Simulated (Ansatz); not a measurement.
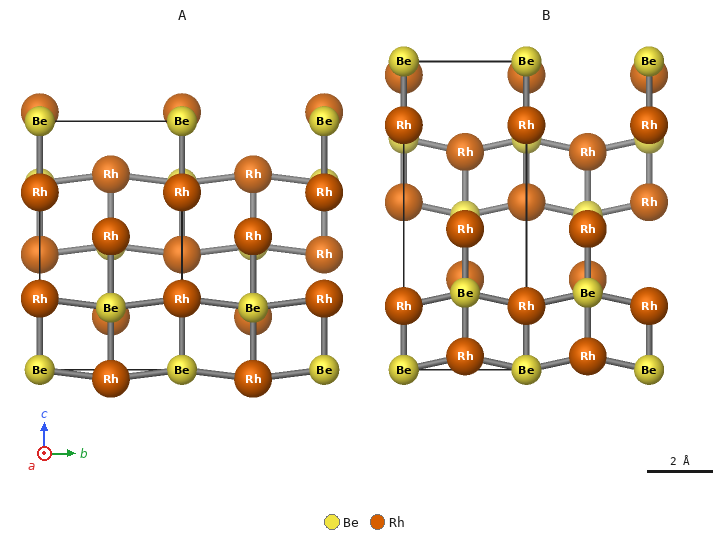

Two geometries of a crystal of BeRh$_{2}$ (built on the anatase_141 type) (coarse preliminary run), drawn at one scale. One is the start of a relaxation, the other its converged end. Style: ball-and-stick. Shown: the conventional cell (2 times the calculation's cell), repeated 1 × 2 × 1 with one cell outlined, along the a axis. Lengths and directions refer to the drawn axes.

The calculation used Ansatz 0.2.0, DFT PBE, scalar-relativistic, plane waves, PAW. Settings: plane-wave cutoff 420 eV; k-point mesh 6 × 6 × 6; occupations gaussian; smearing width 0.1 eV; no spin polarisation; cell and atoms relaxed; force threshold 0.04 eV/Å; at most 70 steps.

> Which of the two is the end point?

Structure A is the relaxed one. Case: anatase type (I4_1/amd, No. 141). The largest moves relative to the cell, 0.61 Å, are those of Rh atoms. Be stays in place. The volume changes by +8.4 %, with a = b 3.809 → 4.417 Å (+15.9 %), c 9.575 → 7.720 Å (−19.4 %). Near-neighbour distances that change, for instance: Rh–Rh 3.745 → 2.599 Å, Rh–Rh 2.464 → 3.328 Å, Rh–Rh 2.819 → 3.173 Å, Be–Rh 1.949 → 2.226 Å. Bond angles that change, for instance: Rh–Be–Rh 77.7° → 97.2°, Rh–Be–Rh 102.3° → 82.8°, Be–Rh–Be 102.3° → 82.8°. The space group stays I4_1/amd (No. 141). The energy falls by 1063 meV per atom in 9 accepted moves (11 points after the start). The largest force component goes from 5.1 to 0.0039 eV/Å. Pressure: 62.26 GPa at the start and −0.02 GPa at the end. The SCF was repeated twice at an unchanged geometry on a basis and grid sized afresh for the cell, which shifted the energy by 12.7 meV per atom at most. Cost: 69 s on 1 thread of Arm Neoverse V1, on a shared host, peak memory 0.38 GiB.
